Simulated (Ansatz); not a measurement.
**C (graphite type, space group P6_3/mmc), scan of one atom of the cell**

C (graphite type, space group P6_3/mmc)

```
CELL_PARAMETERS angstrom
      2.46498     0.00000     0.00000
     -1.23249     2.13473     0.00000
      0.00000     0.00000     6.72886
ATOMIC_POSITIONS crystal
  C  0.00000 0.00000 0.25000
  C  0.00000 0.00000 0.75000
  C  0.33333 0.66667 0.25000
  C  0.66667 0.33333 0.75000
```

Scan: atom 2 (C, nearest neighbour C at 1.423 Å; its periodic images, 2.5 Å or more away, move with it) is displaced towards the nearest neighbour, direction (-0.866, 0.500, 0.000) in Cartesian axes, by s. The other atoms stay.

Computed with PBE-D3(BJ) (plane waves to 420 eV, PAW, scalar-relativistic; Ansatz, a program for electronic structure). k mesh 12×12×4 (Γ-centred), Fermi-Dirac smearing 0.05 eV. E stands for the smeared free energy. With partly filled bands, energies and forces of such displacements shift with the k mesh and the smearing. C was relaxed with its symmetry unable to fall. The PAW data are Ansatz's earlier set. ΔE is measured from the undisplaced structure.

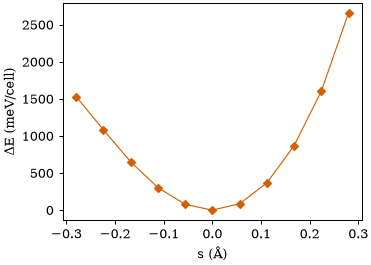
Figure. ΔE (meV/cell) against s (Å); one marker a computed point.

The force constant k = d²E/ds² at s = 0 (finite differences) is 53.1 eV/Å². The energy at s = 0.280 Å comes out as 2658 meV/cell and the force along the line at s = -0.280 Å comes out as 8.03 eV/Å. Shape of the curve: a single well with its minimum at or next to zero displacement. Harmonic estimate at the end of the scan: ½ks² = 2081 meV/cell against the computed 2658 meV/cell, so the well is stiffer than harmonic there.

The forces along the line at the two nearest points give (2.782 − (-3.190)) / (2·0.056) = 53.32 eV/Å²; the next pair corrects for the finite step.

(For displaced atoms, the force is minus the slope of the energy, and its curvature is a force constant, which sets phonon frequencies.)
